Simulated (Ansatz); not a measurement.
| atom | x (Å) | y (Å) | z (Å) |
| --- | --- | --- | --- |
| C | -0.3423 | 0.7727 | -0.1730 |
| B | -1.3451 | -0.1760 | 0.2939 |
| Al | 0.6325 | -1.1934 | 0.1252 |
| H | 0.0935 | 0.7636 | -1.1905 |
| H | -2.1834 | -0.3861 | 1.1320 |
| H | -0.1284 | 1.7077 | 0.3846 |
| H | 1.2757 | -1.5719 | -1.2914 |
| H | 1.1211 | -1.7805 | 1.5359 |

These are results of Ansatz 0.2.0, UKS PBE-D4/cc-pVDZ, not measurements.

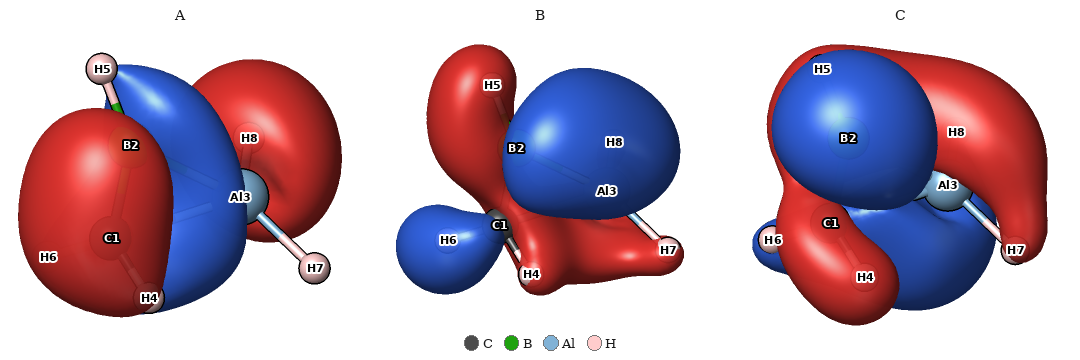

CH5AlB (doublet). Three frontier orbitals at ±0.08 Å⁻³ᐟ² (blue and red are the two phases), in no order.

### Which picture is the HOMO−1, the HOMO and the LUMO? All are α orbitals.

A is the HOMO−1 (α) (−6.89 eV). By Hirshfeld shares it lies mainly on C1 (about 35 %), H8 (about 20 %), Al3 (about 20 %) and B2 (about 20 %). B is the HOMO (α) (−5.08 eV). Its weight (Hirshfeld) is mainly on B2 (about 40 %), Al3 (about 25 %), C1 (about 15 %) and H5 (about 5 %). C is the LUMO (α) (−2.55 eV). By Hirshfeld shares it lies mainly on B2 (about 40 %), Al3 (about 30 %) and C1 (about 15 %).

### What is the gap between the highest occupied and lowest empty α orbitals?

2.53 eV between the orbital energies.
